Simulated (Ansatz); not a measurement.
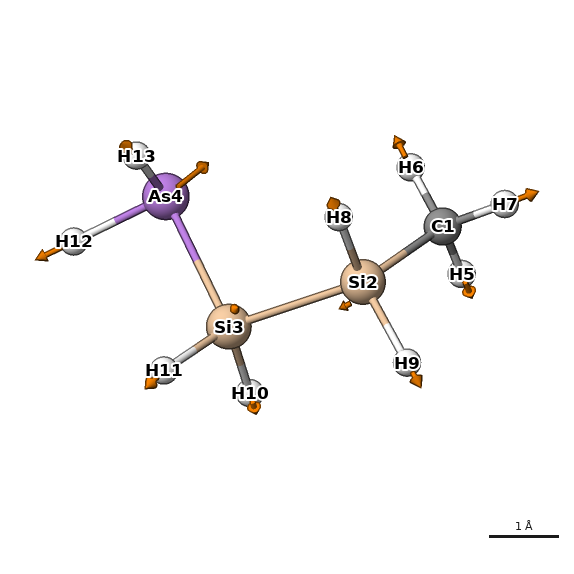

Arrows show the forces on the atoms, 2 Å of arrow for 1 eV/Å; forces under a tenth of the largest aren't drawn. Level of theory: PBE-D4/def2-TZVPP (Ansatz 0.2.0).

Question: On which atom is the force largest, and how large is it?

Answer: On As4: 0.41 eV/Å.

List the force components in the frame of the picture (x right, y up, z towards the viewer), in eV/Å.

```tsv
atom	Fx	Fy	Fz
C1	−0.01	−0.01	0.02
Si2	−0.09	−0.05	−0.02
Si3	0.04	0.02	0.07
As4	0.23	0.18	−0.29
H5	0.05	−0.13	−0.15
H6	−0.08	0.16	−0.09
H7	0.18	0.07	0.09
H8	−0.04	0.09	0.11
H9	0.07	−0.12	0.07
H10	0.03	−0.10	−0.11
H11	−0.09	−0.09	0.10
H12	−0.20	−0.10	0.00
H13	−0.08	0.06	0.19
```
